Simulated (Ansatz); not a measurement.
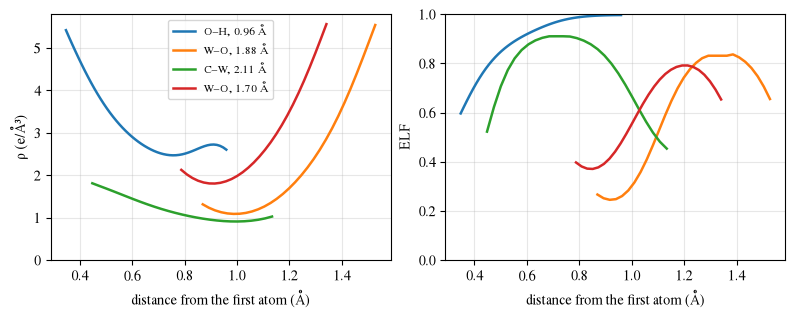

Figure 1: CH4O3W (SMILES [CH3][W](=[O])(=[O])[OH]). Electron density and ELF along straight lines between neighbouring atoms. The curves leave out the atomic cores.

Geometry: PBE0-D4/def2-TZVP; core potentials replace the inner electrons of W.

Method: Ansatz 0.2.0, RKS PBE0-D4/def2-TZVPP.

```xyz
9

C    -0.9229   -0.8405   -0.5468
W     0.7772    0.2086    0.1304
O     1.4377   -0.7556    1.3693
O     1.8391    0.2435   -1.2022
O     0.2612    1.9295    0.6841
H    -0.6403   -1.8349   -0.8993
H    -1.6445   -0.9500    0.2677
H    -1.3861   -0.2954   -1.3741
H     0.2786    2.2949    1.5709
```

Question: Compare the contacts.

Answer: O–H (0.96 Å): the density is about 3.8 e/Å³ at the midpoint; the ELF climbs to about 1 towards the hydrogen, as it does in any bond to H (a covalent bond by its length).
W–O (1.88 Å): ρ at the midpoint is about 1.1 e/Å³; the ELF peaks at about 0.85 in the valence shell of O, 0.5 Å from its nucleus, and drops to about 0.25 between the two atoms.
C–W (2.11 Å): ρ is about 0.93 e/Å³ halfway; the ELF peaks at about 0.90 in the valence shell of C, 0.7 Å from its nucleus, and is about 0.55 at the midpoint.
W–O (1.70 Å): the density is about 1.9 e/Å³ at the midpoint; the ELF peaks at about 0.80 in the valence shell of O, 0.5 Å from its nucleus, and drops to about 0.35 between the two atoms.
